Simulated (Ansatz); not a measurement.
## Electronic structure of F$_{3}$HSi···SiH$_{4}$ in real space

Input

```
crystal:
  periodic: [false, false, false]
  atoms:
    - {symbol: Si, position_ang: [-0.775206, -1.903561, -0.349953]}
    - {symbol: Si, position_ang: [0.806275, 1.923823, 0.369296]}
    - {symbol: F, position_ang: [-0.284033, -2.878030, -1.482509]}
    - {symbol: F, position_ang: [-1.710169, -2.710181, 0.624067]}
    - {symbol: F, position_ang: [-1.626810, -0.762144, -1.017388]}
    - {symbol: H, position_ang: [1.902593, 1.278829, 1.136634]}
    - {symbol: H, position_ang: [0.363735, -1.345762, 0.376672]}
    - {symbol: H, position_ang: [-0.495060, 1.586931, 1.000445]}
    - {symbol: H, position_ang: [0.821727, 1.414854, -1.025673]}
    - {symbol: H, position_ang: [0.996947, 3.395342, 0.368312]}
basis:
  gaussian: {orbitals: def2-TZVPP}
hamiltonian: {xc: pbe0, dispersion: d4}
output: {orbitals: {seedname: orbitals}}
```

Command:

```sh
ansatz run in.yaml --threads 8 --pin off --events-out ev --progress --plain --max-ram 19148MiB
```

The product side of a reaction path; geometry: PBE0-D4/def2-TZVP; a saddle point, not a minimum.

All numbers below come from RKS PBE0-D4/def2-TZVPP in Ansatz 0.2.0.

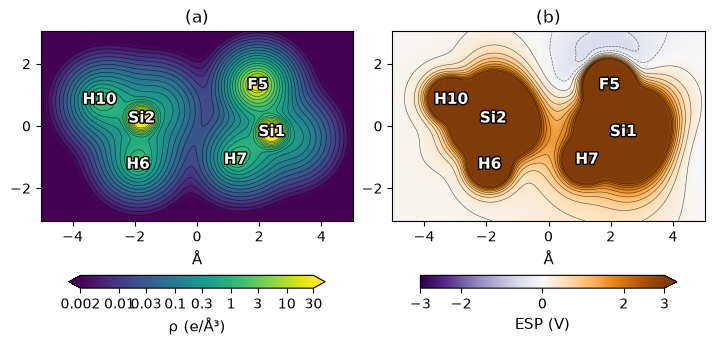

Figure 1. (a) total electron density; (b) electrostatic potential on the plane of atoms F5, Si1 and H7.

**Describe what can be read from this map.**

The section cuts through Si, F and H sites.
Si1···Si2 (4.20 Å): the density falls to about 0.02 e/Å³ on the way; a weak contact between the two molecules.
Si–F (1.57 Å): ρ is about 1.3 e/Å³ halfway.
Si–H (1.46 Å): the density is about 0.88 e/Å³ at the midpoint.
Outside the dense part of the complex the potential is most negative (−0.5 V) near F5.

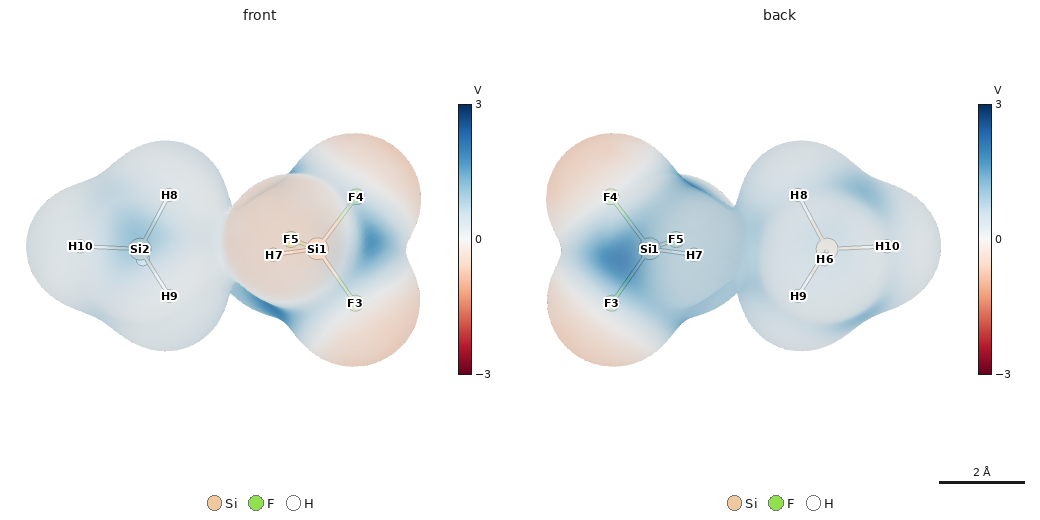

Figure 2. The molecular electrostatic potential painted on the density surface at 0.002 e/bohr³, seen from the front and from behind; the colour scale runs from red (negative) to blue (positive).

**Which sites attract a positive test charge, and which a negative one?**

A positive charge is drawn to the negative regions and a negative charge to the positive ones. The most negative region (about −0.6 V, or −14 kcal/mol for a unit charge) lies over F3, F4 and F5, the most positive (about +2.0 V, or +46 kcal/mol for a unit charge) over Si1.

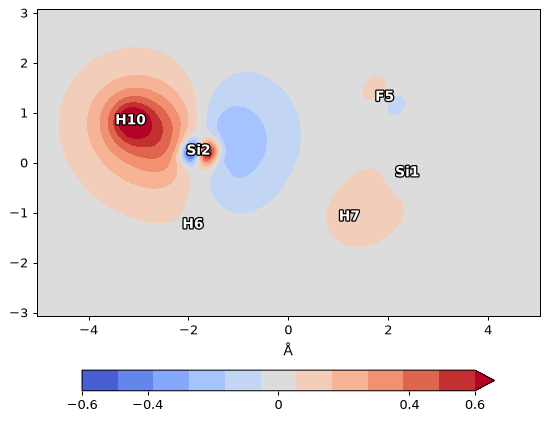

Figure 3. The HOMO on the plane of atoms F5, Si1 and H7 (values in Å⁻³ᐟ²; the overall sign is arbitrary).

**Where does this orbital lie, and at what energy?**

Its weight (Hirshfeld) is mainly on Si2 (about 45 %), H10 (about 35 %), H8 (about 10 %) and H9 (about 10 %). Its energy is −10.00 eV.
